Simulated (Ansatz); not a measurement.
**AlHBr (SMILES [AlH][Br]) at UB2PLYP/STO-3G**

What is the energy change on altering one bond length of AlHBr at UB2PLYP/STO-3G? 

The calculation is run with Ansatz 0.2.0.

59 further runs of the same task are left out: 10 that didn't finish, 49 set aside as unsound or not needed.

## Step 1: The system as given

The species is AlHBr (3 atoms), meant as a doublet with charge 0. SMILES: `[AlH][Br]`. The shape is that of a PBE0-D4/def2-TZVP optimisation.

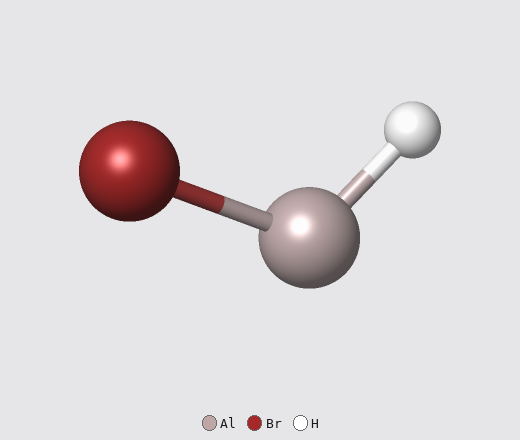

Viewed from a chosen angle; aluminium light grey, bromine red, hydrogen white.

## Step 2: The energy at UB2PLYP/STO-3G

File run.yaml:

```yaml
crystal:
  periodic: [false, false, false]
  atoms:
    - {symbol: Al, position_ang: [-0.296700, -0.628000, -0.239100]}
    - {symbol: Br, position_ang: [1.584500, 0.008600, 0.871100]}
    - {symbol: H, position_ang: [-1.298900, 0.554600, -0.645300]}
basis:
  gaussian:
    orbitals: STO-3G
magnetization:
  spin_polarized: true
  initial_magnetization: 1
hamiltonian:
  xc: {name: B2PLYP}
correlation:
  frozen_orbitals: {Al: 5, Br: 9, H: 0}
accuracy: high
```

On the command line:

```bash
$ ansatz run run.yaml --threads 1 --pin off --max-ram 2610MiB --events-out events.jsonl --progress --plain --runs-dir runs
```

Standard output:

```text
Warning: RAYON_NUM_THREADS=1 ignored (pool sized by the plan → 1); use --threads N
Functional definition: B2PLYP
  name "B2PLYP"
  parameter a = 0.53
  parameter c = 0.27
  exchange = (1 - a)*b88_x + a*exact_x
  correlation = (1 - c)*lyp_c + c*(mp2_os + mp2_ss)
390 factors; integrals over basis functions are off by at most 1.2e-8 eV
mean field evaluation 1: about -75799.3235 eV, gradient 1.1e1 eV
mean field evaluation 2: about -75799.3345 eV, gradient 1.1e1 eV
mean field evaluation 4: about -75800.7582 eV, gradient 6.7e-1 eV
mean field evaluation 8: about -75800.7687 eV, gradient 2.1e-2 eV
mean field evaluation 16: about -75800.7687 eV, gradient 2.2e-6 eV
mean field -75800.76868992 eV, -2785.6268697482 hartree, gradient 6.0e-8 eV, S^2 0.755157; 0 other end points of the search recorded, 0 dependent functions left out
14 core orbitals not correlated: weight in the atoms' cores, before any rotation towards them, 0.999 or more for the frozen orbitals, at most 0.000 for the correlated occupied ones
reference -75800.76870626 eV, -2785.6268703486 hartree; 11, 10 occupied and 3, 4 virtual orbitals, 390 factors
second order -0.88571409 eV of doubles, -0.00000000 eV of singles
Total energy: -75801.00784906 eV, -2785.6356586846 hartree
```

Wall time 2.2 s (1 thread of Arm Neoverse V1, shared host); peak memory 0.14 GiB.

## Step 3: The distorted shape

File run.yaml:

```yaml
crystal:
  periodic: [false, false, false]
  atoms:
    - {symbol: Al, position_ang: [-0.766959, -0.787136, -0.516626]}
    - {symbol: Br, position_ang: [1.584500, 0.008600, 0.871100]}
    - {symbol: H, position_ang: [-1.769159, 0.395464, -0.922826]}
basis:
  gaussian:
    orbitals: STO-3G
magnetization:
  spin_polarized: true
  initial_magnetization: 1
hamiltonian:
  xc: {name: B2PLYP}
correlation:
  frozen_orbitals: {Al: 5, Br: 9, H: 0}
accuracy: high
```

On the command line:

```bash
$ ansatz run run.yaml --threads 1 --pin off --max-ram 2610MiB --events-out events.jsonl --progress --plain --runs-dir runs
```

Standard output, shortened:

```text
Warning: RAYON_NUM_THREADS=1 ignored (pool sized by the plan → 1); use --threads N
[... 2 set-up lines as earlier in the session ...]
[...]
370 factors; integrals over basis functions are off by at most 1.1e-8 eV
[...]
mean field -75799.09262126 eV, -2785.5652753609 hartree, gradient 4.5e-8 eV, S^2 0.766531; 2 other end points of the search recorded, 0 dependent functions left out
14 core orbitals not correlated: weight in the atoms' cores, before any rotation towards them, 1.000 or more for the frozen orbitals, at most 0.000 for the correlated occupied ones
reference -75799.09263852 eV, -2785.5652759955 hartree; 11, 10 occupied and 3, 4 virtual orbitals, 370 factors
second order -0.97421446 eV of doubles, -0.00000000 eV of singles
Total energy: -75799.35567643 eV, -2785.5749424602 hartree
```

Wall time 3 s (1 thread of Arm Neoverse V1, shared host); peak memory 0.14 GiB.

## Step 4: Summary of results

Level: UB2PLYP/STO-3G, 14 core orbitals frozen.

```
                                                           quantity           value
                                          first shape: total energy  -2785.63566 Eh
                                                  first shape: ⟨S²⟩           0.755
                                      distorted shape: total energy  -2785.57494 Eh
                                              distorted shape: ⟨S²⟩           0.767
energy change with the Al1–Br2 bond stretched from 2.275 to 2.844 Å        1.652 eV
```

What this shows: With the Al1–Br2 bond stretched from 2.275 to 2.844 Å the energy rises by 1.65 eV (159 kJ/mol). The first shape isn't relaxed at this level, so the change isn't measured from a minimum. The minimal basis adds a large error of its own.
